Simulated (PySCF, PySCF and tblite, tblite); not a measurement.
# Si2H6O3: conformers and averaged spectra, part 2 of 2

PySCF and tblite. Atoms count from 0. The steps go on from the part before.

### Step 7. Boltzmann average: properties at PBE0/pcSseg-1

What the job is given:

```
{"job": {"study": "conf", "smiles": "O[SiH2]O[SiH2]O", "search": {"seed": 2511, "n_embed": 200, "ff_keep": 26, "window": 3.0, "nmax": 10, "temps": [200, 250, 298.15, 350, 400], "t_ref": 298.15, "order": 0.001}, "level": {"nmr": {"xc": "PBE0", "basis": "pcSseg-1"}, "sp": {"xc": "CAM-B3LYP", "basis": "def2-TZVP"}}, "kind": "conf"}, "charge": 0, "multiplicity": 1}
O     -1.801761     0.946243    -0.637227
Si    -1.452522     0.507121     0.885143
O      0.077741     0.000834     1.036863
Si     1.539051    -0.508856     0.562286
O      1.564947    -0.927798    -1.004946
H     -1.254521     1.560361    -1.120320
H     -2.338108    -0.626205     1.090933
H     -1.557565     1.621833     1.819038
H      1.830267    -1.636191     1.439746
H      2.452855     0.620044     0.591950
H      0.945040    -1.554715    -1.369069
```

Log:

```text
conformer  sym    E(xTB)   E(DFT)   G(298.15 K)  weight  dipole/D
    1     C1      0.000    0.302    0.055   0.4766    1.279
    2     C2      0.078    0.000    0.000   0.5234    0.293

mean shielding (ppm) by class
class atoms           200 K      250 K   298.15 K      350 K      400 K
  0 O  0,4          281.517    281.807    282.003    282.159    282.274
  1 Si 1,3          391.018    390.999    390.985    390.975    390.967
  2 O  2            235.593     235.75    235.857    235.941    236.004
  3 H  5,10          29.623     29.628     29.631     29.634     29.636
  4 H  6,7,8         26.794     26.793     26.793     26.793     26.792
```

Wall time 43 s (1 thread of Intel Xeon at 2.80GHz, shared host). This counts the runs that the step sums up.

The search (ETKDG and KDG, MMFF94s, GFN2-xTB) embedded 200 structures, kept 3 distinct ones after the force field and 2 after xTB; 2 were carried on (window 3.0 kcal/mol at the search's own energies). Energies: CAM-B3LYP/def2-TZVP with D3(BJ).

Conformer by conformer (298 K):

```
no.  group  mirror pair  ΔE xTB  ΔE DFT    ΔG  weight (%)  μ (D)  H5–O0–Si1–O2 (°)  O0–Si1–O2–Si3 (°)  Si1–O2–Si3–O4 (°)  O2–Si3–O4–H10 (°)     A, B, C (GHz)
  1     C1          yes    0.00    0.30  0.06        47.7   1.28               -45                -63                161                 46  8.91, 1.38, 1.35
  2     C2          yes    0.08    0.00  0.00        52.3   0.29               -51                -14                -12                -54  6.42, 1.73, 1.44
```

Energies in kcal/mol. ΔG holds xTB vibrations and rotation, symmetry numbers and mirror pairs.

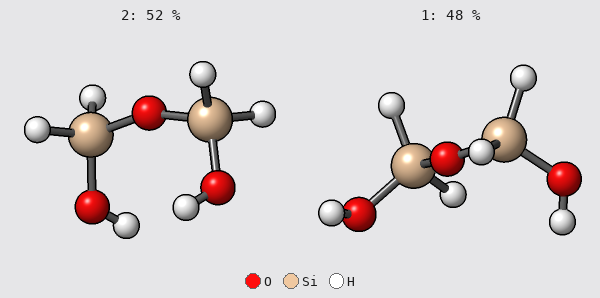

The conformers with their weights.

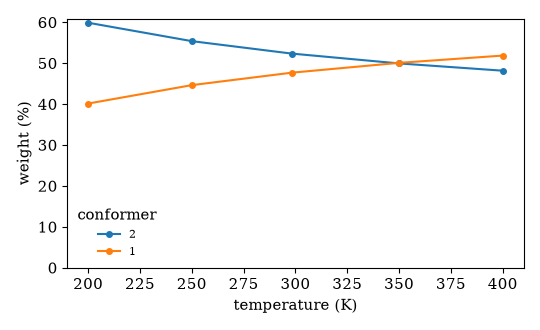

Weights against temperature.

How the weights hang on the way they are made:

```
                                  scheme    2   1  mean μ (D)
                         DFT free energy   52  48        0.76
            DFT energy, symmetry counted   45  55        0.83
                        DFT energy alone   62  38        0.66
            xTB energy, symmetry counted   30  70        0.98
                         xTB free energy   37  63        0.92
                   lowest conformer only  100   0        0.29
                           equal weights   50  50        0.79
conformers found from three starts alone  100   0        0.29
```

Shifts against references run at the same level (¹⁷O H2O 336.1, ²⁹Si TMS 349.2, ¹H TMS 31.72 ppm of shielding), by class of atoms, at 298 K:

```
         atoms                          environment  no. 2  no. 1  average
H6, H7, H8, H9  hydrogen on a silicon bonded to 2 O   4.92   4.93     4.92
       H5, H10   hydrogen on an oxygen bonded to Si   2.14   2.03     2.09
            O2                oxygen bonded to 2 Si  101.9   98.4    100.2
        O0, O4               oxygen bonded to Si, H   57.2   50.7     54.1
      Si1, Si3           silicon bonded to 2 O, 2 H  -42.0  -41.6    -41.8
```

Effective distances for nuclear Overhauser effects, ⟨r⁻⁶⟩^(−1/6) as a mean over all pairs of two classes, so longer than the nearest pair where a class holds remote atoms (Å): H5···H6 3.42.

### Step 8. Shieldings, conformer 1: revPBE/pcSseg-1

What the job is given:

```
{"job": {"xc": "revPBE", "basis": "pcSseg-1", "kind": "nmr", "pop": false}, "charge": 0, "multiplicity": 1}
O     -2.010565    -0.128245     1.491243
Si    -1.571574     0.522541     0.073882
O     -0.065635     0.086379    -0.339360
Si     1.537550     0.052707    -0.104221
O      2.159827    -1.162022    -0.977124
H     -1.841752    -1.044647     1.694849
H     -1.644746     1.947850     0.339296
H     -2.362560     0.010916    -1.040716
H      1.861169    -0.331895     1.259267
H      2.039230     1.352645    -0.538089
H      1.904479    -1.303558    -1.884991
```

Log:

```text
coarse grid: 10232 points
cycle   1  E = -807.7766648453  dE =  7.621e-01  |g| = 1.373e+00  |ddm| = 3.118e+00
cycle   2  E = -806.6572880587  dE =  1.119e+00  |g| = 2.729e+00  |ddm| = 3.671e+00
cycle   3  E = -808.0927365387  dE = -1.435e+00  |g| = 1.586e-01  |ddm| = 3.062e+00
cycle   4  E = -808.0985262241  dE = -5.790e-03  |g| = 6.779e-02  |ddm| = 2.497e-01
cycle   5  E = -808.0990473547  dE = -5.211e-04  |g| = 4.732e-02  |ddm| = 7.713e-02
cycle   6  E = -808.0994535295  dE = -4.062e-04  |g| = 3.262e-03  |ddm| = 3.405e-02
cycle   7  E = -808.0994551953  dE = -1.666e-06  |g| = 1.706e-03  |ddm| = 4.028e-03
final grid: 89712 points
cycle   8  E = -808.1813064241  dE = -4.383e-06  |g| = 1.702e-02  |ddm| = 2.143e-02
cycle   9  E = -808.1811758529  dE =  1.306e-04  |g| = 3.224e-02  |ddm| = 3.319e-02
cycle  10  E = -808.1813526168  dE = -1.768e-04  |g| = 1.322e-03  |ddm| = 2.302e-02
cycle  11  E = -808.1813528379  dE = -2.211e-07  |g| = 7.363e-04  |ddm| = 1.506e-03
cycle  12  E = -808.1813529334  dE = -9.555e-08  |g| = 1.175e-04  |ddm| = 5.388e-04
cycle  13  E = -808.1813529359  dE = -2.463e-09  |g| = 1.771e-05  |ddm| = 1.133e-04
cycle  14  E = -808.1813529359  dE = -3.956e-11  |g| = 1.076e-05  |ddm| = 1.861e-05
converged SCF energy = -808.1813529359

GIAO shielding tensors (ppm)
atom      isotropic    diamagn.    paramagn.     s11        s22        s33       span
  0 O      275.927     388.277    -112.350    231.700    279.379    316.702     85.002
  1 Si     384.880     880.678    -495.797    374.402    378.874    401.365     26.964
  2 O      226.236     400.081    -173.845    202.941    220.712    255.057     52.116
  3 Si     383.121     880.710    -497.589    370.481    373.632    405.250     34.769
  4 O      279.716     387.144    -107.428    231.753    284.005    323.392     91.639
  5 H       29.882      32.809      -2.928     22.557     25.900     41.187     18.630
  6 H       26.802      29.723      -2.921     23.348     24.733     32.326      8.978
  7 H       26.519      29.911      -3.391     22.647     24.826     32.085      9.438
  8 H       26.748      30.603      -3.855     23.123     25.119     32.002      8.879
  9 H       26.364      29.834      -3.470     22.594     24.667     31.831      9.237
 10 H       29.992      32.167      -2.175     22.662     25.840     41.474     18.812
```

Wall time 13 s (1 thread of Intel Xeon at 2.80GHz, shared host); peak memory 0.65 GiB.

In short: HOMO -7.12 eV, LUMO 0.13 eV; dipole 1.28 D.

### Step 9. Shieldings, conformer 2: revPBE/pcSseg-1

What the job is given:

```
{"job": {"xc": "revPBE", "basis": "pcSseg-1", "kind": "nmr", "pop": false}, "charge": 0, "multiplicity": 1}
O     -1.801761     0.946243    -0.637227
Si    -1.452522     0.507121     0.885143
O      0.077741     0.000834     1.036863
Si     1.539051    -0.508856     0.562286
O      1.564947    -0.927798    -1.004946
H     -1.254521     1.560361    -1.120320
H     -2.338108    -0.626205     1.090933
H     -1.557565     1.621833     1.819038
H      1.830267    -1.636191     1.439746
H      2.452855     0.620044     0.591950
H      0.945040    -1.554715    -1.369069
```

Log:

```text
coarse grid: 10232 points
cycle   1  E = -807.7776217231  dE =  7.596e-01  |g| = 1.373e+00  |ddm| = 3.124e+00
cycle   2  E = -806.6733994139  dE =  1.104e+00  |g| = 2.717e+00  |ddm| = 3.630e+00
cycle   3  E = -808.0935975622  dE = -1.420e+00  |g| = 1.537e-01  |ddm| = 3.022e+00
cycle   4  E = -808.0996315847  dE = -6.034e-03  |g| = 3.972e-02  |ddm| = 2.477e-01
cycle   5  E = -808.0998923692  dE = -2.608e-04  |g| = 2.601e-02  |ddm| = 5.127e-02
cycle   6  E = -808.1000128982  dE = -1.205e-04  |g| = 4.273e-03  |ddm| = 2.005e-02
cycle   7  E = -808.1000160844  dE = -3.186e-06  |g| = 4.697e-04  |ddm| = 3.075e-03
final grid: 89712 points
cycle   8  E = -808.1819738440  dE = -6.491e-06  |g| = 1.644e-02  |ddm| = 2.062e-02
cycle   9  E = -808.1818547341  dE =  1.191e-04  |g| = 3.093e-02  |ddm| = 3.162e-02
cycle  10  E = -808.1820165997  dE = -1.619e-04  |g| = 1.231e-03  |ddm| = 2.198e-02
cycle  11  E = -808.1820167833  dE = -1.836e-07  |g| = 7.137e-04  |ddm| = 1.399e-03
cycle  12  E = -808.1820168740  dE = -9.076e-08  |g| = 9.801e-05  |ddm| = 5.156e-04
cycle  13  E = -808.1820168757  dE = -1.665e-09  |g| = 1.057e-05  |ddm| = 9.964e-05
cycle  14  E = -808.1820168757  dE = -2.456e-11  |g| = 2.234e-06  |ddm| = 1.447e-05
converged SCF energy = -808.1820168757

GIAO shielding tensors (ppm)
atom      isotropic    diamagn.    paramagn.     s11        s22        s33       span
  0 O      270.763     390.585    -119.822    220.017    276.563    315.711     95.694
  1 Si     384.386     881.169    -496.783    374.382    381.604    397.172     22.790
  2 O      222.317     400.067    -177.750    152.063    209.934    304.955    152.892
  3 Si     384.590     881.188    -496.598    374.582    381.898    397.291     22.709
  4 O      270.200     390.532    -120.332    219.547    276.446    314.606     95.058
  5 H       29.823      33.731      -3.909     22.764     26.013     40.691     17.927
  6 H       26.809      30.027      -3.218     23.362     24.659     32.407      9.045
  7 H       26.414      29.124      -2.710     22.642     24.471     32.129      9.487
  8 H       26.415      29.169      -2.754     22.633     24.483     32.129      9.496
  9 H       26.823      30.093      -3.270     23.353     24.695     32.421      9.068
 10 H       29.790      33.662      -3.872     22.771     25.914     40.685     17.913
```

It took 13 s on 1 thread of Intel Xeon at 2.80GHz, shared host; peak memory 0.65 GiB.

This run: HOMO -6.95 eV, LUMO 0.03 eV; dipole 0.45 D.

### Step 10. Averages: properties at revPBE/pcSseg-1

What the job is given:

```
{"job": {"study": "conf", "smiles": "O[SiH2]O[SiH2]O", "search": {"seed": 2511, "n_embed": 200, "ff_keep": 26, "window": 3.0, "nmax": 10, "temps": [200, 250, 298.15, 350, 400], "t_ref": 298.15, "order": 0.001}, "level": {"nmr": {"xc": "revPBE", "basis": "pcSseg-1"}, "change": "revPBE/pcSseg-1", "top": 4}, "kind": "conf"}, "charge": 0, "multiplicity": 1}
O     -1.801761     0.946243    -0.637227
Si    -1.452522     0.507121     0.885143
O      0.077741     0.000834     1.036863
Si     1.539051    -0.508856     0.562286
O      1.564947    -0.927798    -1.004946
H     -1.254521     1.560361    -1.120320
H     -2.338108    -0.626205     1.090933
H     -1.557565     1.621833     1.819038
H      1.830267    -1.636191     1.439746
H      2.452855     0.620044     0.591950
H      0.945040    -1.554715    -1.369069
```

Log:

```text
conformer  sym    E(xTB)   E(DFT)   G(298.15 K)  weight  dipole/D
    1     C1      0.000    0.588    0.341   0.3599    1.276
    2     C2      0.078    0.000    0.000   0.6401    0.453

mean shielding (ppm) by class
class atoms           200 K      250 K   298.15 K      350 K      400 K
  0 O  0,4          272.288    272.771    273.123    273.413    273.631
  1 Si 1,3          384.368    384.336    384.313    384.293    384.279
  2 O  2            223.282     223.54    223.728    223.882    223.999
  3 H  5,10          29.838     29.847     29.853     29.858     29.862
  4 H  6,7,8         26.614     26.613     26.613     26.613     26.612
```

Wall time 26 s (1 thread of Intel Xeon at 2.80GHz, shared host). This counts the runs that the step sums up.

Against the first level, at 298 K (shifts, ppm; largest changes first):

| atoms | PBE0/pcSseg-1 | revPBE/pcSseg-1 | change |
| --- | --- | --- | --- |
| O2 | 100.2 | 110.3 | +10.1 |
| O0, O4 | 54.1 | 60.9 | +6.8 |
| Si1, Si3 | -41.8 | -47.8 | -6.0 |
| H6, H7, H8, H9 | 4.92 | 5.15 | +0.23 |
| H5, H10 | 2.09 | 1.91 | -0.17 |

Weights: from CAM-B3LYP/def2-TZVP energies 1: 48 %, 2: 52 %; from revPBE/pcSseg-1 energies 1: 36 %, 2: 64 % (with a dispersion term where the level has one and the same thermal terms, so they don't follow from the SCF energies alone). Times: 43 s and 26 s.

### Step 11. Results

This closing draws on all 2 parts.

| quantity | value |
| --- | --- |
| conformers | 2; the first in weight is no. 2 (C2), 52 % at 298 K |
| root-mean-square dipole | 0.91 D |
| averaged ¹H shifts (PBE0/pcSseg-1) | 4.92, 2.09 ppm |
| averaged ²⁹Si shifts (PBE0/pcSseg-1) | -41.8 ppm |

**Reading.** Conformer 2 leads with 52 % at 298 K, and its share goes from 60 % at 200 K to 48 % at 400 K. xTB puts no. 1 lowest, DFT no. 2. Among conformers over 5 %, H5, H10 differ by 0.11 ppm, while the average moves by 0.01 ppm from 200 to 400 K. Protons on O, N, S or Se exchange and bind to solvent, so their values hold for the lone molecule only. Going from PBE0/pcSseg-1 to revPBE/pcSseg-1 moves O2 most, by 10.1 ppm; the energies behind both averages, dispersion terms included where typed, rank the same conformer first.
